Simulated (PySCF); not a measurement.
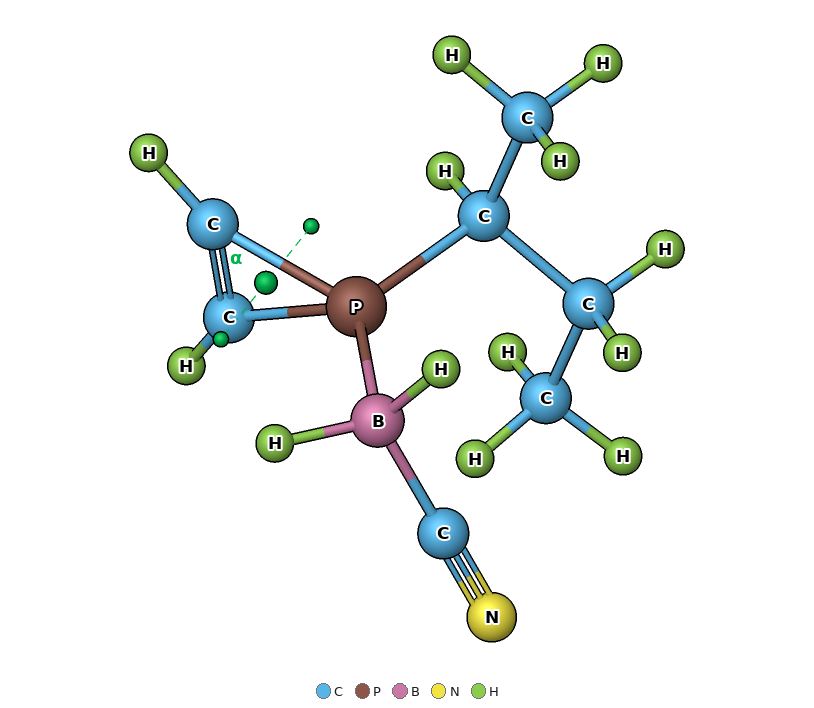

The small points mark where nucleus-independent chemical shifts (NICS) were computed: at the centre of each lettered ring and 1 Å above and below it. Computed geometry: GFN2-xTB optimisation. No frequency run is at hand to confirm it as a minimum. Properties computed with GIAO PBE0/pcSseg-1 NMR shielding, non-relativistic, gas phase (PySCF 2.14.0).

Give NICS(0), NICS(1) and the out-of-plane component NICS(1)zz for each ring (means of the two sides).

```csv
ring,members,NICS(0),NICS(1),NICS(1)zz
α,C2P,−21.9,−8.2,−15.8
```

Values in ppm.

The geometry is semi-empirical. Around B, P such bond lengths and angles can be off by a tenth of an ångström or more and by several degrees, and values that hang on the shape move with them.
